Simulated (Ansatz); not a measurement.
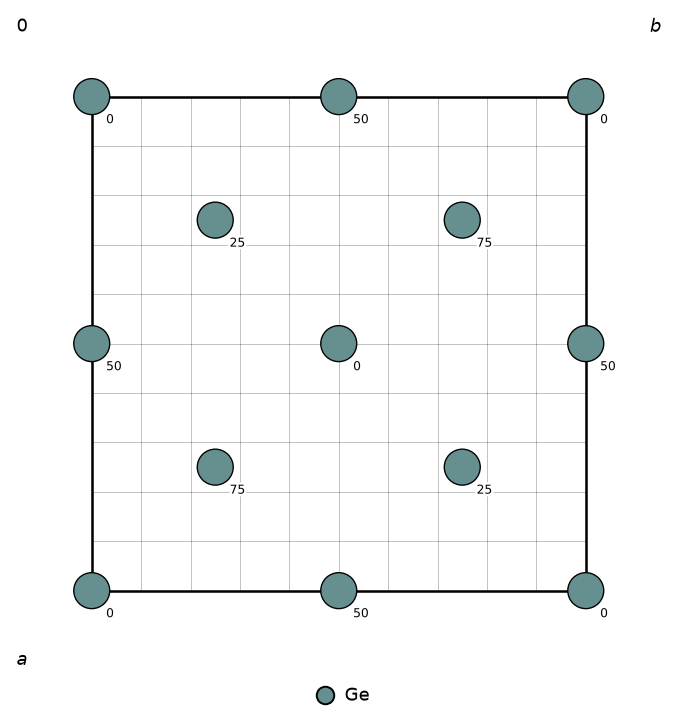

Plan of a unit cell projected along c (a down the page, b across); the numbers are heights in hundredths of c, and atoms on the cell's edges are repeated. The grid marks tenths of a and b. Source: the input geometry of an electronic-structure calculation (not necessarily at equilibrium). Geometry calculated from the standardised cell; symmetry tolerance 0.002 Å.

a = 5.660 Å, b = 5.660 Å, c = 5.660 Å, α = 90.00°, β = 90.00°, γ = 90.00°.

**What does the cell contain?**

8 Ge: Ge, Z = 8.

**Give the fractional coordinates of all atoms, to two places.**

```json
{"atom": "Ge", "x": "0.50", "y": "0.00", "z": "0.50"}
{"atom": "Ge", "x": "0.25", "y": "0.25", "z": "0.25"}
{"atom": "Ge", "x": "0.50", "y": "0.50", "z": "0.00"}
{"atom": "Ge", "x": "0.25", "y": "0.75", "z": "0.75"}
{"atom": "Ge", "x": "0.00", "y": "0.00", "z": "0.00"}
{"atom": "Ge", "x": "0.75", "y": "0.25", "z": "0.75"}
{"atom": "Ge", "x": "0.00", "y": "0.50", "z": "0.50"}
{"atom": "Ge", "x": "0.75", "y": "0.75", "z": "0.25"}
```
